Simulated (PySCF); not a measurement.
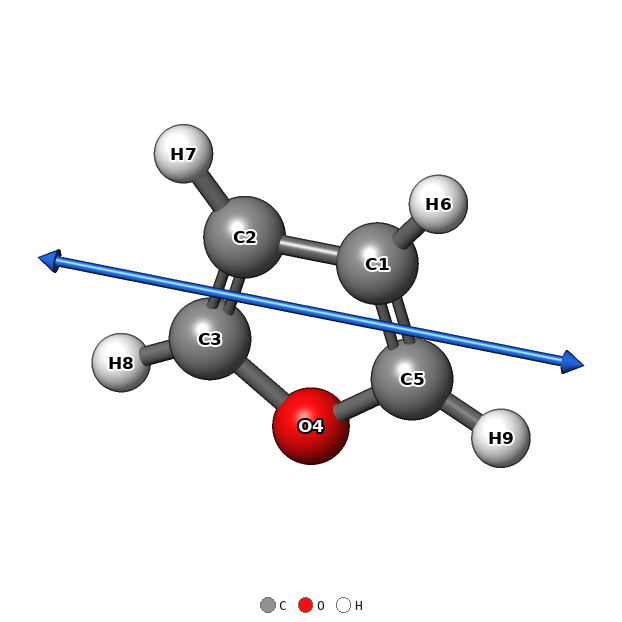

The double arrow shows the direction of the transition dipole to excited singlet state 2 (its length means nothing). The computed structure is the end point of a PBE0-D3(BJ)/def2-TZVP optimisation. No frequency run is at hand to confirm it as a minimum. Method: TDDFT ωB97X-D/aug-cc-pVTZ, vertical, gas phase, core orbitals frozen in the response (PySCF 2.14.0).

How is the transition polarised?

In the molecular plane, nearly parallel to the C1–C2 bond.

Where does the transition lie, and how strong is it?

6.20 eV (200 nm), oscillator strength 0.17, mainly HOMO → LUMO+4 (weight 0.96); transition dipole 2.71 D.
